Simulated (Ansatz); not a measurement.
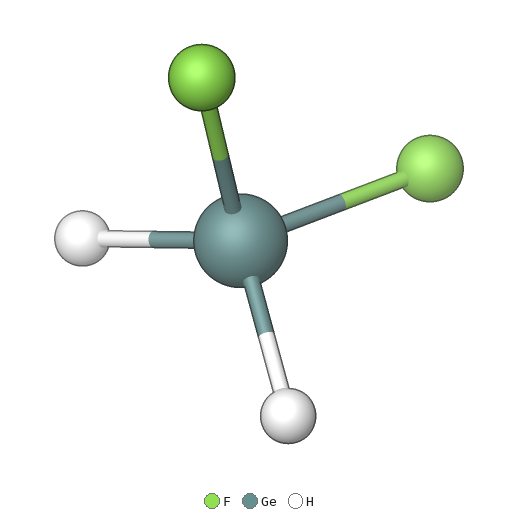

Ball-and-stick drawing of a structure. Every bond is drawn as one stick, whatever its order.

The computed structure is the end point of a PBE0-D4/def2-TZVP optimisation.

**Which formula does it have?**

F₂GeH₂, 5 atoms: 2 fluorine, 1 germanium and 2 hydrogen.

**Give a SMILES string for it.**

[F][GeH2][F]

**What is the point group of this geometry?**

C2v.

**How many atoms are distinct by symmetry?**

3: 2 F, 1 Ge, 2 H.

**Count the bonded pairs by element.**

2 F–Ge, 2 Ge–H.

More results for the same structure follow; atom numbers are the same in all pictures, views and colours differ.

## Geometry

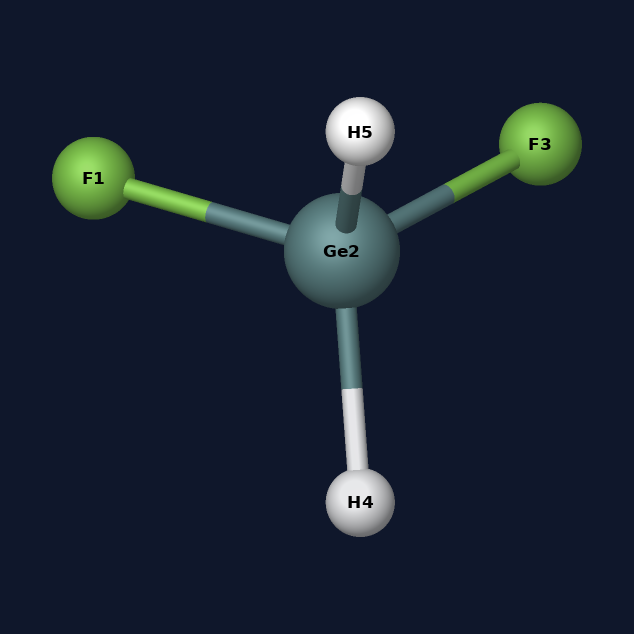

Numbered structure.

Which atoms are bonded, and how long are the bonds?

| bond | length (Å) |
| --- | --- |
| F1–Ge2 | 1.724 |
| Ge2–F3 | 1.724 |
| Ge2–H4 | 1.527 |
| Ge2–H5 | 1.527 |

## Vibrations

Harmonic vibrations computed with RKS PBE0-D4/def2-TZVP (Ansatz 0.2.0) at a stationary point of the same level.

**How many vibrational modes are there, and where do they lie?**

9 modes: 239, 590, 637, 722, 727, 809, 856, 2209, 2226 cm⁻¹.

## Levels of theory compared

Program: Ansatz 0.2.0.

At this fixed geometry, give HOMO energy (eV), dipole (D), vertical IP (eV) at these levels: B3LYP-D4/def2-TZVPP; PBE-D4/def2-TZVPP; r2SCAN-D4/def2-TZVPP; ωB97M-V/def2-TZVPP.

```
               level  HOMO energy (eV)  dipole (D)  vertical IP (eV)
 B3LYP-D4/def2-TZVPP             −9.83        2.60             12.62
   PBE-D4/def2-TZVPP             −8.44        2.41             12.04
r2SCAN-D4/def2-TZVPP             −8.87        2.51             12.31
  ωB97M-V/def2-TZVPP            −12.32        2.60             12.83
```

## Charges

The questions are on Mulliken charges. Method: RKS ωB97M-V/def2-TZVPP (Ansatz 0.2.0).

Give the Mulliken charges atom by atom.

| atom | value (e) |
| --- | --- |
| F1 | −0.37 |
| Ge2 | 0.71 |
| F3 | −0.37 |
| H4 | 0.01 |
| H5 | 0.01 |

Mulliken values depend strongly on the basis set and can even reverse the polarity of a bond.
